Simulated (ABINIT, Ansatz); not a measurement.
# A GW run on LiHS (Ama2) in ABINIT, with inputs changed

What do changed inputs do to GW on LiHS (Ama2)?

Method: PBEsol and many-body steps on it, plane waves, in ABINIT 10.8.3.

## Step 1: Starting point

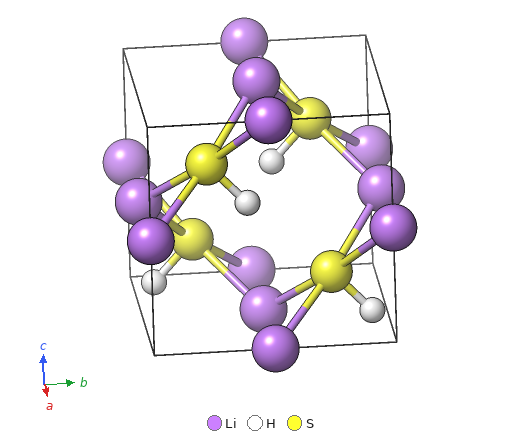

The starting structure, seen slightly off an axis (lithium purple, hydrogen white, sulfur yellow). This picture shows the conventional cell, with its axes. Some periodic images of atoms are drawn too.

The cell and positions come from the Crystallography Open Database and are kept as given unless a step says otherwise.

## Step 2: Screening, 2×2×2 mesh, 73 bands, screening to 114.3 eV

This step: ABINIT 10.8.3; RPA screening on PBEsol, plane waves, norm-conserving pseudopotentials.

The RPA dielectric matrix is built and inverted for each q.

The input, run.abi:

```
acell 3*1.0 Angstrom
rprim 
  6.156870000000 0.000000000000 0.000000000000
  0.000000000000 2.809205000000 2.757390000000
  0.000000000000 -2.809205000000 2.757390000000
ntypat 3
znucl 3 1 16
natom 6
typat 1 1 2 2 3 3
xred 
  0.500000000000 0.501660000000 0.501660000000
  0.000000000000 0.501660000000 0.501660000000
  0.250000000000 0.133090000000 0.983490000000
  0.750000000000 0.983490000000 0.133090000000
  0.750000000000 0.998760000000 0.475340000000
  0.250000000000 0.475340000000 0.998760000000
pp_dirpath "pseudos"
pseudos "Li.upf, H.upf, S.upf"
ecut 33
ngkpt 2 2 2
nshiftk 1
shiftk 0 0 0
kptopt 1
chksymbreak 0
istwfk *1
occopt 1
irdwfk 1
optdriver 3
nband 73
ecuteps 4.2
inclvkb 2
awtr 1
symchi 1
indata_prefix "in"
outdata_prefix "out"
tmpdata_prefix "tmp"
```

The run is started by

```console
$ OMP_NUM_THREADS=1 mpirun -n 4 abinit run.abi > log
```

What it wrote:

```text
.Version 10.8.3 of ABINIT. v10.8.2 released Aug 2026.

 Symmetries : space group Am a 2 (# 40); Bravais oC (1-face-center ortho.)
[... echo of the input left out ...]
== DATASET  1 ==================================================================
-   mpi_nproc: 4, omp_nthreads: 1 (-1 if OMP is not activated)

--- !DatasetInfo
iteration_state: {dtset: 1, }
dimensions: {natom: 6, nkpt: 6, mband: 73, nsppol: 1, nspinor: 1, nspden: 1, mpw: 5848, }
cutoff_energies: {ecut:  33.0, pawecutdg:  -1.0, }
electrons: {nelect:   2.00000000E+01, charge:   0.00000000E+00, occopt:   1.00000000E+00, tsmear:   1.00000000E-02, }

 SCREENING: Calculation of the susceptibility and dielectric matrices

 Based on a program developped by R.W. Godby, V. Olevano, G. Onida, and L. Reining.
 Incorporated in ABINIT by V. Olevano, G.-M. Rignanese, and M. Torrent.
.Using double precision arithmetic ; gwpc =  8

[... cell and pseudopotentials left out ...]
--------------------------------------------------------------------------------

 ==== K-mesh for the wavefunctions ====
 Number of points in the irreducible wedge :     6
[... list of points left out ...]
 Together with  4 symmetry operations and time-reversal symmetry
 yields     8 points in the full Brillouin Zone.

 ==== Q-mesh for the screening function ====
 Number of points in the irreducible wedge :     6
[... list of points left out ...]
 Together with  4 symmetry operations and time-reversal symmetry
 yields     8 points in the full Brillouin Zone.

 setmesh: FFT mesh size selected  =    48x   32x   32
          total number of points  =        49152

 vcoul_init : cutoff-mode = AUXILIARY_FUNCTION
 q-points for optical limit:   1
     1)      0.000010    0.000020    0.000030

- screening: taking advantage of time-reversal symmetry
- Maximum band index for partially occupied states nbvw = 10
- Remaining bands to be divided among processors   nbcw = 63
- Number of bands treated by each node ~15

 Number of electrons calculated from density =   20.0000; Expected =   20.0000
 average of density, n =  0.031071
 r_s =    1.9733
 omega_plasma =   17.0034 [eV]

 calculating chi0 at frequencies [eV] :
  1    0.000000E+00    0.000000E+00
  2    0.000000E+00    1.700343E+01

--------------------------------------------------------------------------------
  q-point number  1        q = ( 0.000000, 0.000000, 0.000000) [r.l.u.]
--------------------------------------------------------------------------------
[... chi0 elements left out ...]
 For q-point:  0.000010 0.000020 0.000030
  dielectric constant =   3.7266
  dielectric constant without local fields =   4.6170

  Average fulfillment of the sum rule on Im[epsilon] for q-point    1 :     61.62  [%]
[... wings left out ...]
  q-point number  2        q = ( 0.500000, 0.000000, 0.000000) [r.l.u.]
--------------------------------------------------------------------------------
[... chi0 elements left out ...]
  Average fulfillment of the sum rule on Im[epsilon] for q-point    2 :     70.84  [%]

 [... 4 further q-points ...]
```

It took 16 s on 4 MPI ranks of Arm Neoverse N1, shared host; peak memory 0.95 GiB.

Numbers from this step:

- ε∞ with local fields, on this mesh, along the program's q direction: 3.727
- the same without local fields: 4.617
- plasma frequency: 17.00 eV
- plane waves in the screening matrix: 283

Local fields lower ε∞ by 19 %. On a Γ-centred mesh this coarse the value itself is usually too large, while a short band sum pulls it down.

## Step 3: Base

The self-energy is evaluated for the states that the input lists, and the levels follow from it, in one-shot runs by the linearised quasiparticle equation.

This step: G0W0 on PBEsol, plane waves, norm-conserving pseudopotentials.

run.abi, as its differences from that of step 2:

```diff
@@ -27,8 +27,15 @@
 irdwfk 1
-optdriver 3
+optdriver 4
 nband 73
+gwcalctyp 0
+ecutsigx 33
+symsigma 1
+nkptgw 1
+kptgw 
+  0.0000000000 0.0000000000 0.0000000000
+bdgw 
+  9 12
 ecuteps 4.2
-inclvkb 2
-awtr 1
-symchi 1
+irdscr 1
+ppmodel 1
 indata_prefix "in"
```

What it wrote:

```text
.Version 10.8.3 of ABINIT. v10.8.2 released Aug 2026.

 Symmetries : space group Am a 2 (# 40); Bravais oC (1-face-center ortho.)
[... echo of the input left out ...]
== DATASET  1 ==================================================================
-   mpi_nproc: 4, omp_nthreads: 1 (-1 if OMP is not activated)

--- !DatasetInfo
iteration_state: {dtset: 1, }
dimensions: {natom: 6, nkpt: 6, mband: 73, nsppol: 1, nspinor: 1, nspden: 1, mpw: 5848, }
cutoff_energies: {ecut:  33.0, pawecutdg:  -1.0, }
electrons: {nelect:   2.00000000E+01, charge:   0.00000000E+00, occopt:   1.00000000E+00, tsmear:   1.00000000E-02, }

 SIGMA: Calculation of the GW corrections

 Based on a program developped by R.W. Godby, V. Olevano, G. Onida, and L. Reining.
 Incorporated in ABINIT by V. Olevano, G.-M. Rignanese, and M. Torrent.
.Using double precision arithmetic ; gwpc =  8

[... cell and pseudopotentials left out ...]
--------------------------------------------------------------------------------

 ==== K-mesh for the wavefunctions ====
 Number of points in the irreducible wedge :     6
[... list of points left out ...]
 Together with  4 symmetry operations and time-reversal symmetry
 yields     8 points in the full Brillouin Zone.

 ==== Q-mesh for screening function ====
 Number of points in the irreducible wedge :     6
[... list of points left out ...]
 Together with  4 symmetry operations and time-reversal symmetry
 yields     8 points in the full Brillouin Zone.

 vcoul_init : cutoff-mode = AUXILIARY_FUNCTION
 q-points for optical limit:   1
     1)      0.000010    0.000020    0.000030
 setmesh: FFT mesh size selected  =    64x   40x   40
          total number of points  =       102400

 Number of electrons calculated from density =   20.0000; Expected =   20.0000
 average of density, n =  0.031071
 r_s =    1.9733
 omega_plasma =   17.0034 [eV]

 === KS Band Gaps ===
  >>>> For spin  1
   Minimum direct gap =   3.3299 [eV], located at k-point      :   0.0000  0.0000  0.0000
   Fundamental gap    =   3.3299 [eV], Top of valence bands at :   0.0000  0.0000  0.0000
                                       Bottom of conduction at :   0.0000  0.0000  0.0000
 SIGMA fundamental parameters:
 PLASMON POLE MODEL  1
 number of plane-waves for SigmaX                 5839
 number of plane-waves for SigmaC and W            283
 number of plane-waves for wavefunctions          5839
 number of bands                                    73
 number of independent spin polarizations            1
 number of spinorial components                      1
 number of k-points in IBZ                           6
 number of q-points in IBZ                           6
 number of symmetry operations                       4
 number of k-points in BZ                            8
 number of q-points in BZ                            8
 number of frequencies for dSigma/dE                 9
 frequency step for dSigma/dE [eV]                0.25
 number of omega for Sigma on real axis              0
 max omega for Sigma on real axis  [eV]           0.00
 zcut for avoiding poles [eV]                     0.10

 EPSILON^-1 parameters (SCR file):
 dimension of the eps^-1 matrix on file            283
 dimension of the eps^-1 matrix used               283
 number of plane-waves for wavefunctions          5839
 number of bands                                    73
 number of q-points in IBZ                           6
 number of frequencies                               2
 number of real frequencies                          1
 number of imag frequencies                          1

 matrix elements of self-energy operator (all in [eV])

 Perturbative Calculation

--- !SelfEnergy_ee
iteration_state: {dtset: 1, }
kpoint     : [   0.000,    0.000,    0.000, ]
spin       : 1
KS_gap     :    3.330
QP_gap     :    5.473
Delta_QP_KS:    2.143
data: !SigmaeeData |
     Band     E0 <VxcDFT>   SigX SigC(E0)      Z dSigC/dE  Sig(E)    E-E0       E
        9  -0.707 -12.411 -15.817   2.119   0.794  -0.259 -13.434  -1.023  -1.730
       10  -0.122 -12.727 -15.736   1.898   0.797  -0.255 -13.612  -0.885  -1.007
       11   3.208  -8.834  -4.303  -3.009   0.827  -0.209  -7.575   1.258   4.466
       12   3.571  -8.614  -4.145  -2.917   0.827  -0.209  -7.330   1.285   4.856

== END DATASET(S) ==============================================================
================================================================================

 -outvars: echo values of variables after computation  --------
           etotal      0.0000000000E+00
            nband          73
             nkpt           6
          spgroup          40
 [... the other variables as echoed above ...]

 Calculation completed.
```

Elapsed: 6.7 s, on 4 MPI ranks; peak memory 0.76 GiB.

This step gave:

```
G0W0 gap on the points computed              : 5.473 eV
starting gap on the mesh                     : 3.330 eV
k of the valence top                         : 0, 0, 0
k of the conduction bottom                   : 0, 0, 0
Z at the valence top                         : 0.797
Z at the conduction bottom                   : 0.827
least direct G0W0 gap on the computed points : 5.473 eV
```

The gap on the mesh goes from 3.33 eV to 5.47 eV, a correction of +2.14 eV.

## Step 4: Smaller part of the screening matrix

run.abi, as its differences from that of step 3:

```diff
@@ -37,3 +37,3 @@
   9 12
-ecuteps 4.2
+ecuteps 2.1
 irdscr 1
```

What it wrote:

```text
.Version 10.8.3 of ABINIT. v10.8.2 released Aug 2026.

 Symmetries : space group Am a 2 (# 40); Bravais oC (1-face-center ortho.)
[... echo of the input left out ...]
== DATASET  1 ==================================================================
-   mpi_nproc: 4, omp_nthreads: 1 (-1 if OMP is not activated)

--- !DatasetInfo
iteration_state: {dtset: 1, }
dimensions: {natom: 6, nkpt: 6, mband: 73, nsppol: 1, nspinor: 1, nspden: 1, mpw: 5848, }
cutoff_energies: {ecut:  33.0, pawecutdg:  -1.0, }
electrons: {nelect:   2.00000000E+01, charge:   0.00000000E+00, occopt:   1.00000000E+00, tsmear:   1.00000000E-02, }

 SIGMA: Calculation of the GW corrections

 Based on a program developped by R.W. Godby, V. Olevano, G. Onida, and L. Reining.
 Incorporated in ABINIT by V. Olevano, G.-M. Rignanese, and M. Torrent.
.Using double precision arithmetic ; gwpc =  8

[... cell and pseudopotentials left out ...]
--------------------------------------------------------------------------------

 ==== K-mesh for the wavefunctions ====
 Number of points in the irreducible wedge :     6
[... list of points left out ...]
 Together with  4 symmetry operations and time-reversal symmetry
 yields     8 points in the full Brillouin Zone.

 ==== Q-mesh for screening function ====
 Number of points in the irreducible wedge :     6
[... list of points left out ...]
 Together with  4 symmetry operations and time-reversal symmetry
 yields     8 points in the full Brillouin Zone.

 vcoul_init : cutoff-mode = AUXILIARY_FUNCTION
 q-points for optical limit:   1
     1)      0.000010    0.000020    0.000030
 setmesh: FFT mesh size selected  =    64x   40x   40
          total number of points  =       102400

 Number of electrons calculated from density =   20.0000; Expected =   20.0000
[...]
number of k-points in IBZ                           6
 number of q-points in IBZ                           6
 number of symmetry operations                       4
 number of k-points in BZ                            8
 number of q-points in BZ                            8
 number of frequencies for dSigma/dE                 9
 frequency step for dSigma/dE [eV]                0.25
 number of omega for Sigma on real axis              0
 max omega for Sigma on real axis  [eV]           0.00
 zcut for avoiding poles [eV]                     0.10

 EPSILON^-1 parameters (SCR file):
 dimension of the eps^-1 matrix on file            283
 dimension of the eps^-1 matrix used               107
 number of plane-waves for wavefunctions          5839
 number of bands                                    73
 number of q-points in IBZ                           6
 number of frequencies                               2
 number of real frequencies                          1
 number of imag frequencies                          1

 matrix elements of self-energy operator (all in [eV])

 Perturbative Calculation

--- !SelfEnergy_ee
iteration_state: {dtset: 1, }
kpoint     : [   0.000,    0.000,    0.000, ]
spin       : 1
KS_gap     :    3.330
QP_gap     :    5.421
Delta_QP_KS:    2.091
data: !SigmaeeData |
     Band     E0 <VxcDFT>   SigX SigC(E0)      Z dSigC/dE  Sig(E)    E-E0       E
        9  -0.707 -12.411 -15.817   2.188   0.800  -0.249 -13.386  -0.975  -1.683
       10  -0.122 -12.727 -15.736   1.958   0.804  -0.244 -13.572  -0.844  -0.966
       11   3.208  -8.834  -4.303  -3.030   0.831  -0.204  -7.587   1.247   4.454
       12   3.571  -8.614  -4.145  -2.934   0.831  -0.204  -7.339   1.275   4.846

== END DATASET(S) ==============================================================
================================================================================

 -outvars: echo values of variables after computation  --------
           etotal      0.0000000000E+00
            nband          73
             nkpt           6
          spgroup          40
 [... the other variables as echoed above ...]

 Calculation completed.
```

It took 4 s on 4 MPI ranks; peak memory 0.44 GiB; 16 s of CPU time.

This step gave:

| Item | Value |
| --- | --- |
| G0W0 gap on the points computed | 5.42 eV |
| starting gap on the mesh | 3.330 eV |
| k of the valence top | 0, 0, 0 |
| k of the conduction bottom | 0, 0, 0 |
| Z at the valence top | 0.804 |
| Z at the conduction bottom | 0.831 |
| least direct G0W0 gap on the computed points | 5.42 eV |

## Step 5: Point off the mesh

run.abi, as its differences from that of step 4:

```diff
@@ -34,6 +34,6 @@
 kptgw 
-  0.0000000000 0.0000000000 0.0000000000
+  0.137 0.291 0
 bdgw 
-  9 12
-ecuteps 2.1
+  10 11
+ecuteps 4.2
 irdscr 1
```

What it wrote:

```text
.Version 10.8.3 of ABINIT. v10.8.2 released Aug 2026.

 Symmetries : space group Am a 2 (# 40); Bravais oC (1-face-center ortho.)
================================================================================
 Values of the parameters that define the memory need of the present run
     intxc =       0    ionmov =       0      iscf =       7    lmnmax =       6
     lnmax =       6     mgfft =      64  mpssoang =       3    mqgrid =    3009
     natom =       6  nloc_mem =       1    nspden =       1   nspinor =       1
    nsppol =       1      nsym =       4    n1xccc =    2501    ntypat =       3
    occopt =       1   xclevel =       2
-    mband =          73        mffmem =           1         mkmem =           2
       mpw =        5848          nfft =      102400          nkpt =           6
================================================================================
  Rough estimation (10% accuracy) of disk space for files :
================================================================================

--------------------------------------------------------------------------------
------------- Echo of variables that govern the present computation ------------
--------------------------------------------------------------------------------
 -outvars: echo values of preprocessed input variables --------
            acell      1.8897261259E+00  1.8897261259E+00  1.8897261259E+00 Bohr

             bdgw          10      11
      chksymbreak           0
             ecut      3.30000000E+01 Hartree
          ecuteps      4.20000000E+00 Hartree
         ecutsigx      3.30000000E+01 Hartree
          ecutwfn      3.30000000E+01 Hartree
-          fftalg         312
           irdscr           1
           irdwfk           1

              ixc     -116133
[...]
-  1.00000   1.00000  180301                  znucl, zion, pspdat
12 -116133 1 -1 1180                          pspcod,pspxc,lmax,lloc,mmax
     nproj     2     1     0
  pspatm : epsatm=    0.35585368
         --- l  ekb(1:nproj) -->
[...]
1   -0.494138
 pspatm: atomic psp has been read  and splines computed

- S Generated using ONCVPSP code by D. R. Hamann
- 16.00000   6.00000  180301                  znucl, zion, pspdat
12 -116133 2 -1 1146                          pspcod,pspxc,lmax,lloc,mmax
     nproj     2     2     2
  pspatm : epsatm=    8.71840686
         --- l  ekb(1:nproj) -->
[...]
1    3.282851    0.896984
             2   -3.496974   -0.974265
 pspatm: atomic psp has been read  and splines computed

   4.67320442E+02                                ecore*ucvol(ha*bohr**3)
--------------------------------------------------------------------------------

 ==== K-mesh for the wavefunctions ====
 Number of points in the irreducible wedge :     6
 Reduced coordinates and weights :

     1)     0.00000000E+00  0.00000000E+00  0.00000000E+00       0.12500
     2)     5.00000000E-01  0.00000000E+00  0.00000000E+00       0.12500
     3)     0.00000000E+00  5.00000000E-01  0.00000000E+00       0.25000
     4)     5.00000000E-01  5.00000000E-01  0.00000000E+00       0.25000
     5)     0.00000000E+00  5.00000000E-01  5.00000000E-01       0.12500
     6)     5.00000000E-01  5.00000000E-01  5.00000000E-01       0.12500

 Together with  4 symmetry operations and time-reversal symmetry
 yields     8 points in the full Brillouin Zone.

--- !ERROR
message: |
    k-point [ 1.3700E-01,  2.9100E-01,  0.0000E+00]  not in the list of k points treated in the preparatory SCF run.
     Change kptgw, or shiftk of previous run.

--- !ERROR
message: |
    k-point [ 1.3700E-01,  2.9100E-01,  0.0000E+00]  not in the list of k points treated in the preparatory SCF run.
     Change kptgw, or shiftk of previous run.

--- from the log ---
k-point [ 1.3700E-01,  2.9100E-01,  0.0000E+00]  not in the list of k points treated in the preparatory SCF run.
     Change kptgw, or shiftk of previous run.
```

Elapsed: 2.5 s, on 4 MPI ranks; peak memory 0.06 GiB.

The run stopped with an error after 2.5 s.

The program's words: k-point [ 1.3700E-01,  2.9100E-01,  0.0000E+00]  not in the list of k points treated in the preparatory SCF run. Change kptgw, or shiftk of previous run.

The fault put into this input: point off the mesh.

## Step 6: The runs together

Times are wall times on 4 MPI ranks of Arm Neoverse N1, shared host, good to a factor of about two. A run's time includes the screening step that it read.

| run | mesh | bands | screening cutoff (eV) | DFT gap (eV) | gap on the mesh (eV) | direct (eV) | ε∞ used | time |
| --- | --- | --- | --- | --- | --- | --- | --- | --- |
| base | 2×2×2 | 73 | 114.3 | 3.330 | 5.473 | 5.473 | 3.73 | 23 s |
| smaller part of the screening matrix | 2×2×2 | 73 | 57.1 | 3.330 | 5.420 | 5.420 | 3.73 | 20 s |

## Step 7: Summary of results

* base: 5.473 eV
* smaller part of the screening matrix: 5.420 eV
* known limits: not at the basis limit; coarse k mesh

**Reading.** Smaller part of the screening matrix: −0.053 eV against base (keys changed: ecuteps). Bands and cutoff are finite, so the gap is not at the basis limit. The miss can reach some tenths of an eV and take either sign; the mesh is an error of its own. In the G0W0 runs levels were corrected at 1 k point alone, so a gap called «on the mesh» is the least over those, and an edge elsewhere would be missed. The 2×2×2 mesh is coarse for this cell, which bears on the long-range parts of exchange and screening.

[Paths, hosts, dates, memory and timing lines, banners, echoed tables and standing remarks are left out of the program output.]

[Logs are printed without paths, hosts, clocks, repeated set-up lines and the standing remarks that a program may print on its own settings, such as how far it seeks lower states.]

[Runs of the session that timed out or met a known fault of the program may be left out.]

[Hosts, paths, dates, database ids (printed as entryN), source tags and the programs' standing remarks are cut or masked in the printed files.]

[G0W0 gaps are taken among the corrected bands and points alone; a level outside them can change the order at an edge.]

[Where Ansatz stands beside ABINIT at settings called matched, ABINIT's density can come from a denser mesh and the files from another edition; pairs whose starting gaps differed by over 0.03 eV were left out, so agreement reads better than it is.]
